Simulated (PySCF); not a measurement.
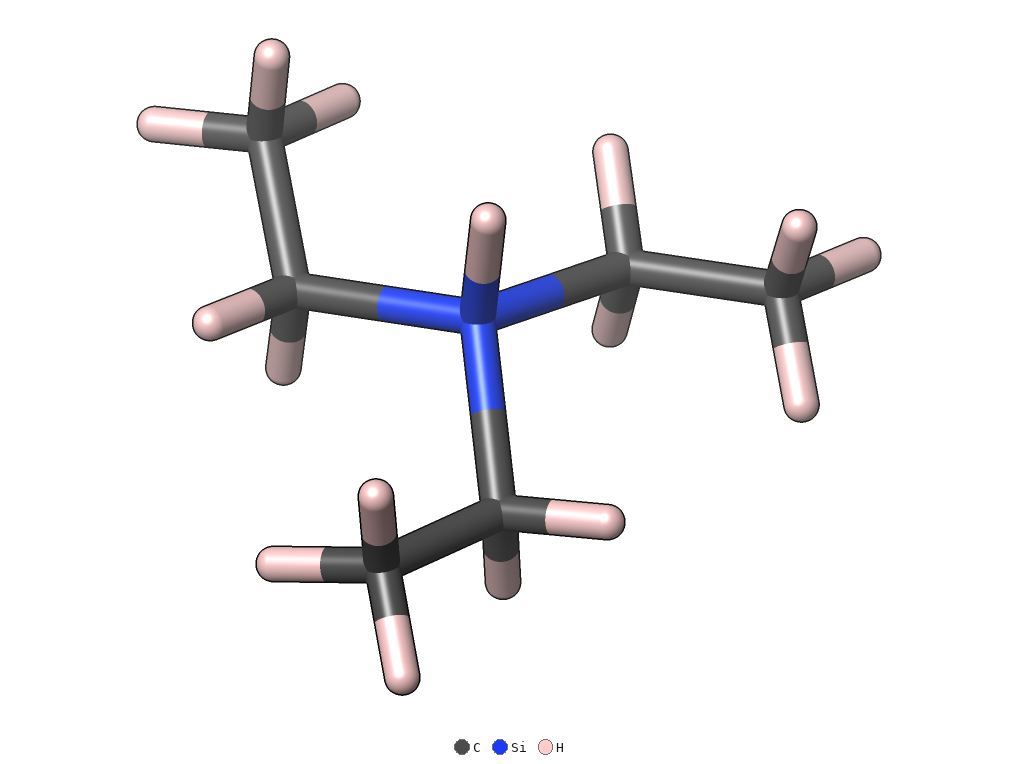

The geometry was computed by an optimisation with PBE0-D3(BJ)/def2-SVP. No frequency run is at hand to confirm it as a minimum.

Give the structural formula.

SMILES: CC[SiH](CC)CC

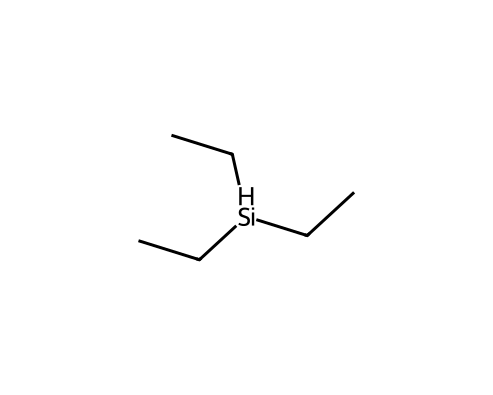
